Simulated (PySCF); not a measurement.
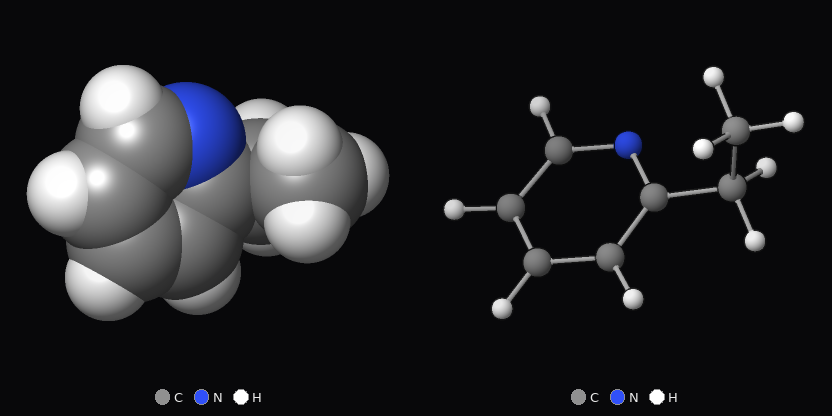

Two views of one molecule.

Computed geometry: PBE0-D3(BJ)/def2-SVP optimisation. No frequency run is at hand to confirm it as a minimum.

Identify the structure.

Formula C7H9N. SMILES: `CCc1ccccn1`. Independent rings (smallest set): 1 of 6 members, 1 of them aromatic. The point group is C1. Coordination: 2 C tetrahedral; 5 C trigonal planar; 1 N bent.

The parts below concern this one geometry. Atoms keep their numbers from picture to picture.

## Shape

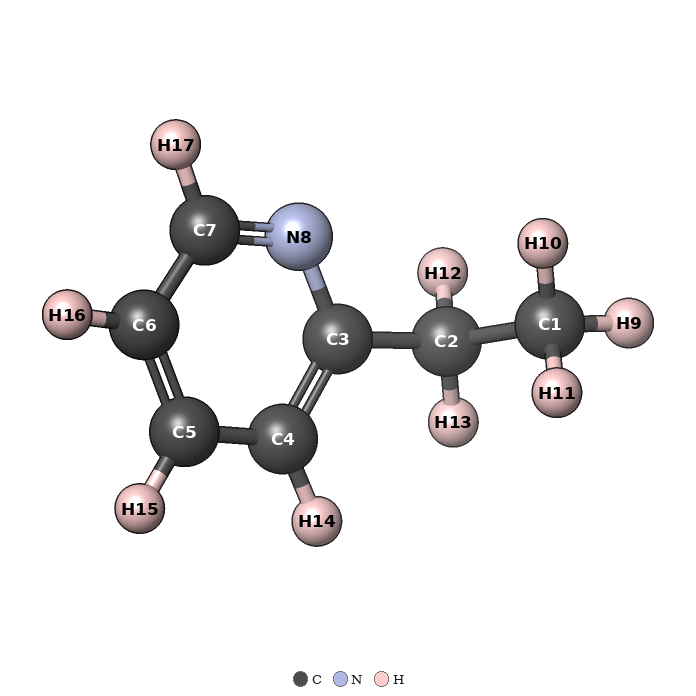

Numbered structure. No frequency run is at hand to confirm it as a minimum.

What are the angles C1–C2–H12, C2–C3–N8, C3–C4–C5, C3–C4–H14, C3–N8–C7, C4–C3–N8, C4–C5–C6, C4–C5–H15, C5–C4–H14, C5–C6–C7, C5–C6–H16, C6–C5–H15?

| angle | degrees |
| --- | --- |
| C1–C2–H12 | 109.4 |
| C2–C3–N8 | 116.5 |
| C3–C4–C5 | 119.1 |
| C3–C4–H14 | 120.0 |
| C3–N8–C7 | 118.7 |
| C4–C3–N8 | 121.9 |
| C4–C5–C6 | 118.7 |
| C4–C5–H15 | 120.5 |
| C5–C4–H14 | 120.8 |
| C5–C6–C7 | 117.9 |
| C5–C6–H16 | 121.5 |
| C6–C5–H15 | 120.8 |

## Electronic properties

No frequency run is at hand to confirm it as a minimum. Method: B3LYP/pcJ-1, gas phase (PySCF 2.14.0).

What is the LUMO energy (Kohn–Sham orbital)?

Answer. −0.90 eV.

Estimate the dipole moment.

Answer. 1.84 D.

What is the HOMO energy (Kohn–Sham orbital)?

Answer. −7.04 eV.

## Ring current

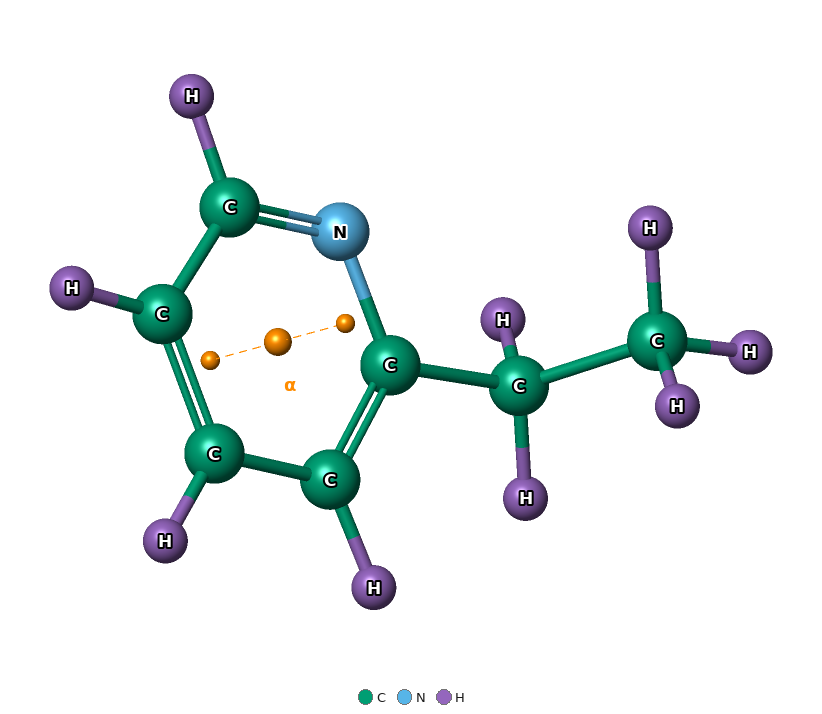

The small points mark where nucleus-independent chemical shifts (NICS) were computed: at the centre of each lettered ring and 1 Å above and below it. No frequency run is at hand to confirm it as a minimum. Level of theory: GIAO PBE0/pcSseg-1 NMR shielding, non-relativistic, gas phase (PySCF 2.14.0).

Give NICS(0), NICS(1) and the out-of-plane component NICS(1)zz for each ring (means of the two sides).

| ring | members | NICS(0) | NICS(1) | NICS(1)zz |
| --- | --- | --- | --- | --- |
| α | C5N | −7.3 | −11.1 | −27.7 |

Values in ppm.

What do the values say about the ring currents?

Answer. Ring α: diatropic, as in an aromatic ring. NICS is one index among several.

## Quadrupole coupling

No frequency run is at hand to confirm it as a minimum. Electric field gradients from the ground-state density, PBE0/pcSseg-1 (PySCF 2.14.0), non-relativistic apart from any core potentials.

Give the largest field-gradient component, the quadrupole coupling constant and the asymmetry for 14N at N8 (Q = 20.44 mb), 2H at H9 (Q = 2.86 mb), 2H at H10 (Q = 2.86 mb).

```csv
atom,V_zz (a.u.),e²qQ/h (MHz),η
N8,−1.105,−5.31,0.32
H9,0.293,0.197,0.02
H10,0.289,0.195,0.02
```
